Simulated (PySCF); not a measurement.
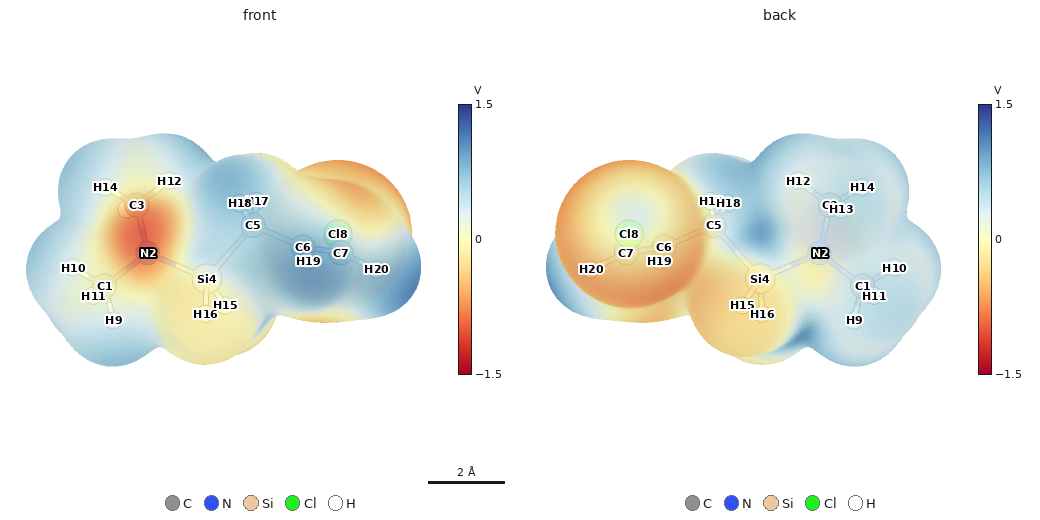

Figure 1: C$_{5}$H$_{12}$ClNSi (SMILES CN(C)[SiH2]C/C=C\Cl). The molecular electrostatic potential painted on the density surface at 0.002 e/bohr³, seen from the front and from behind; the colour scale runs from red (negative) to blue (positive).

Geometry: GFN2-xTB.

Method: PBE0/pcSseg-1, SCF density, gas phase, non-relativistic (PySCF).

```xyz
20

C    -2.5826   -1.2325    0.0162
N    -1.5254   -0.2535    0.0577
C    -1.9987    1.0637   -0.2977
Si    0.1025   -0.7665   -0.1468
C     1.2387    0.6955    0.3215
C     2.6353    0.2198    0.4009
C     3.5422    0.3105   -0.5590
Cl    3.2195    1.0585   -2.0812
H    -2.2039   -2.1920    0.3553
H    -3.4014   -0.9224    0.6708
H    -2.9830   -1.3564   -0.9968
H    -1.1925    1.7858   -0.2134
H    -2.3896    1.0926   -1.3217
H    -2.8058    1.3583    0.3796
H     0.4886   -1.2236   -1.4937
H     0.2795   -1.8686    0.8055
H     1.1635    1.4815   -0.4278
H     0.9320    1.1041    1.2830
H     2.9268   -0.2797    1.3138
H     4.5492   -0.0644   -0.4788
```

Where is the surface potential most negative and most positive?

The most negative region (about −0.9 V, or −21 kcal/mol for a unit charge) lies over N2, the most positive (about +1.0 V, or +23 kcal/mol for a unit charge) over Si4, H19 and H20. Cl8 shows a σ-hole: about +0.3 V at the tip opposite its bond, against about −0.4 V, or −9 kcal/mol for a unit charge on its flanks.
